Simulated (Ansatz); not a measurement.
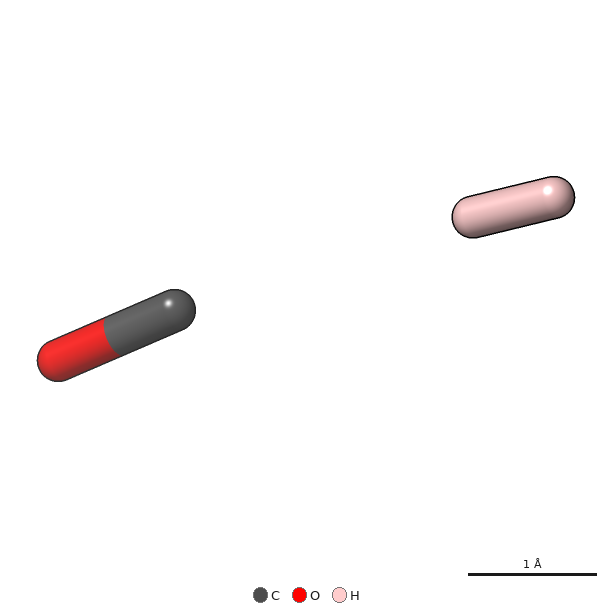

The structure as it stands in the input.

Ansatz 0.2.0 input:

```yaml
crystal:
  periodic: [false, false, false]
  atoms:
    - {symbol: C, position_ang: [0.105902, 0.114833, -1.458660]}
    - {symbol: O, position_ang: [0.272947, 0.103197, -2.569281]}
    - {symbol: H, position_ang: [-0.179062, -0.130669, 2.074626]}
    - {symbol: H, position_ang: [-0.141446, -0.053693, 1.333028]}
basis:
  gaussian: {orbitals: "def2-TZVPPD.json"}
hamiltonian: {xc: r2scan, dispersion: d4}
```

Command:

```sh
ansatz run in.yaml --threads 2 --pin off --events-out ev --progress --plain --max-ram 5222MiB
```

Result:

```
Functional definition: r2SCAN
  name "r2SCAN"
  cite "Furness, Kaplan, Ning, Perdew & Sun, J. Phys. Chem. Lett. 11, 8208 (2020) doi:10.1021/acs.jpclett.0c02405"
  cite "Furness, Kaplan, Ning, Perdew & Sun, J. Phys. Chem. Lett. 11, 9248 (2020) doi:10.1021/acs.jpclett.0c03077"
  parent r2scan
  parameter k0 = 0.174
  parameter k1 = 0.065
  parameter a1 = 4.9479
  exchange = r2scan_x(k0 = k0, k1 = k1, a1 = a1)
  correlation = r2scan_c
476 factors; their error is unknown
mean field evaluation 1: about -3112.8115 eV, gradient 3.6e1 eV
mean field evaluation 2: about -3106.1276 eV, gradient 7.2e1 eV
mean field evaluation 4: about -3114.8755 eV, gradient 1.1e0 eV
mean field evaluation 8: about -3114.8758 eV, gradient 2.4e-2 eV
mean field -3114.87576067 eV, -114.4695728660 hartree, gradient 3.7e-5 eV, S^2 0.000000; 0 other end points of the search recorded, 0 dependent functions left out
reference -3114.87577383 eV, -114.4695733495 hartree; 8, 8 occupied and 103, 103 virtual orbitals, 476 factors
Total energy: -3114.88100278 eV, -114.4697655099 hartree
```
